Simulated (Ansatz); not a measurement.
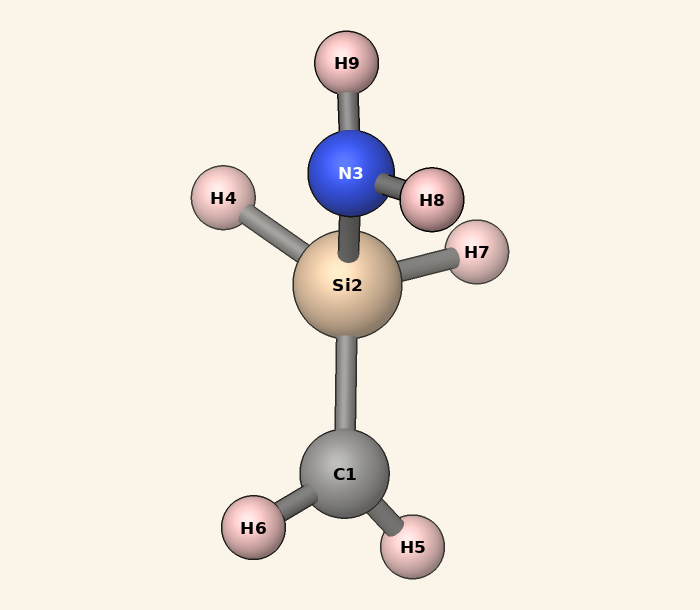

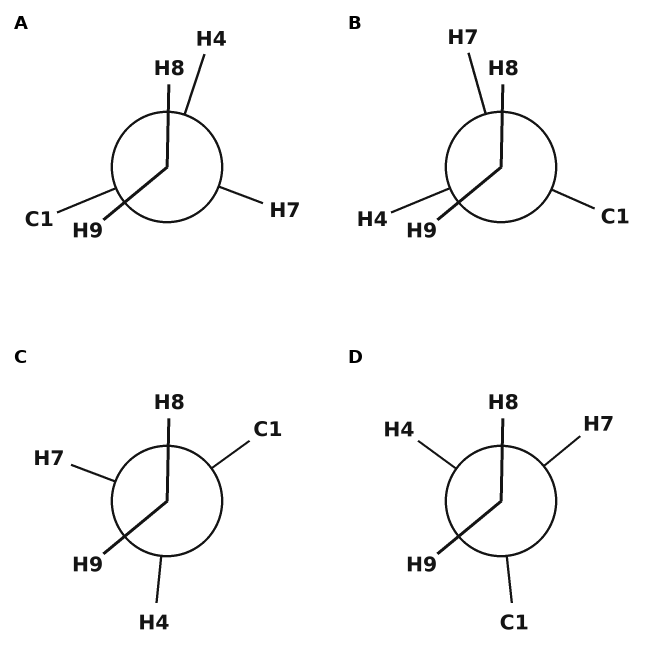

Atoms fade into the background with distance from the viewer. Bonds that would overlap in a projection are set slightly apart. State: charge −1, singlet. Computed geometry: PBE-D4/def2-SVPD optimisation. No frequency run is at hand to confirm it as a minimum.

**Which Newman projection shows the view along N3–Si2, with N3 in front?**

C. The torsion angle H8–N3–Si2–C1 is 53°, synclinal (gauche).
